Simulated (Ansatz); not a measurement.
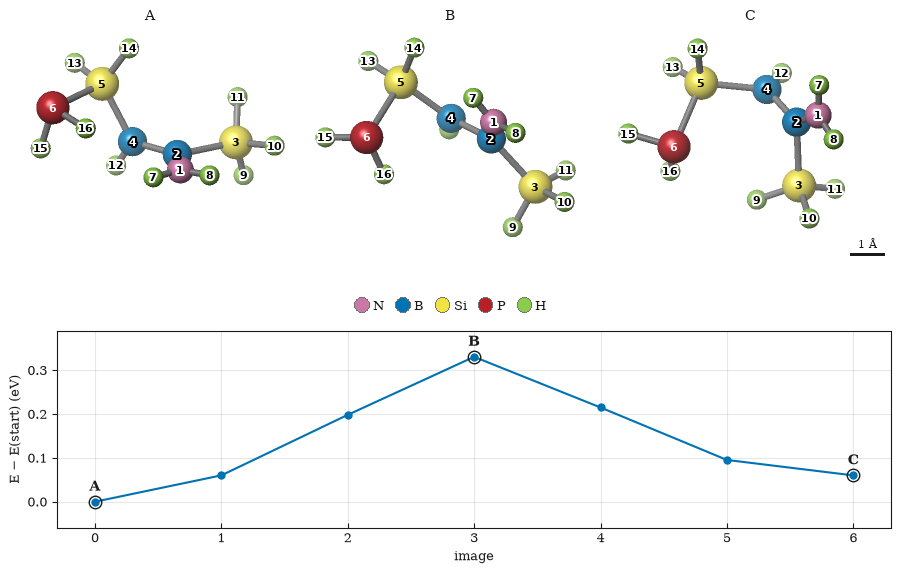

A search for the minimum-energy path of B2Si2PNH10 by the nudged elastic band. Images are numbered from 0 (start) to 6 (end). Frames A to C are images 0, 3, 6. A ball-and-stick model, seen from a free direction.

Theory: Ansatz, RKS B3LYP-D4/6-31G*.

The input:
```yaml
crystal:
  periodic: [false, false, false]
  atoms:
    - { symbol: "N", position_ang: [-1.703518, -0.925336, -0.169364] }
    - { symbol: B, position_ang: [-0.306309, -0.912929, -0.203135] }
    - { symbol: Si, position_ang: [0.658359, -2.52394, 0.614026] }
    - { symbol: B, position_ang: [0.707542, 0.272359, -0.73923] }
    - { symbol: Si, position_ang: [1.017396, 1.862051, 0.417501] }
    - { symbol: P, position_ang: [-0.67318, 3.207319, -0.385679] }
    - { symbol: H, position_ang: [-2.273837, -0.183807, -0.557087] }
    - { symbol: H, position_ang: [-2.254139, -1.675167, 0.22869] }
    - { symbol: H, position_ang: [1.331167, -3.348869, -0.433085] }
    - { symbol: H, position_ang: [-0.314413, -3.412603, 1.325409] }
    - { symbol: H, position_ang: [1.708523, -2.134366, 1.600574] }
    - { symbol: H, position_ang: [1.257653, 0.254106, -1.80349] }
    - { symbol: H, position_ang: [2.274502, 2.645902, 0.268586] }
    - { symbol: H, position_ang: [0.732311, 1.712199, 1.871585] }
    - { symbol: H, position_ang: [-0.47832, 2.904876, -1.766678] }
    - { symbol: H, position_ang: [-1.706635, 2.235606, -0.224221] }
basis:
  gaussian: { orbitals: "6-31G*" }
hamiltonian:
  xc: b3lyp
  dispersion: d4
neb:
  order_check: false
  images: 5
  f_tol: 0.05
  max_iterations: 60
  initial_path: idpp
  final_atoms:
    - { symbol: "N", position_ang: [-1.60304759, -1.15243104, 1.47340044] }
    - { symbol: B, position_ang: [-0.34630719, -0.88185551, 0.93150169] }
    - { symbol: Si, position_ang: [0.32289854, -2.1401111, -0.54957164] }
    - { symbol: B, position_ang: [0.74776049, 0.31307531, 1.20079283] }
    - { symbol: Si, position_ang: [0.54256235, 2.0485588, 0.18851782] }
    - { symbol: P, position_ang: [-0.43355882, 1.66821652, -1.84487515] }
    - { symbol: H, position_ang: [-2.02021328, -0.60189597, 2.21362081] }
    - { symbol: H, position_ang: [-2.20587972, -1.9022102, 1.15947244] }
    - { symbol: H, position_ang: [1.06448466, -1.44432121, -1.63910849] }
    - { symbol: H, position_ang: [-0.82628391, -2.86515834, -1.17353994] }
    - { symbol: H, position_ang: [1.24826424, -3.1657911, 0.01584834] }
    - { symbol: H, position_ang: [1.72863275, 0.1461268, 1.87117417] }
    - { symbol: H, position_ang: [1.76512929, 2.89917634, 0.07314068] }
    - { symbol: H, position_ang: [-0.4689298, 2.85264226, 0.94761115] }
    - { symbol: H, position_ang: [-0.2909033, 2.99832249, -2.33745028] }
    - { symbol: H, position_ang: [0.75249327, 1.20505696, -2.48613287] }
```

Command:
```bash
ansatz run input.yaml --threads 2 --pin off --max-ram 3072MiB --backend cpu --events-out ev --progress --plain --runs-dir out
```

Q: What happens along the path, and what is the barrier?

A: The motion is a rotation about the Si5–P6 bond by about 125°, with a turn of about 35° about B2–Si3, with a turn of about 160° about B2–B4, with a turn of about 55° about B4–Si5. No bond forms or breaks between the ends. Among the angles between lasting bonds that change up to the highest image: N1–B2–B4 129.0° → 118.7°, Si3–B2–B4 113.9° → 123.3°. Forward barrier 0.33 eV, backward barrier 0.27 eV, with image 3 at the top; the reaction energy is +0.06 eV. The band converged in 21 iterations. The largest component of the band force went from 3.1 to 0.049 eV/Å. The climbing image converged on the top of the path. Its vibrational analysis gives 2 imaginary modes over 30i cm⁻¹, so it isn't confirmed as a transition state.
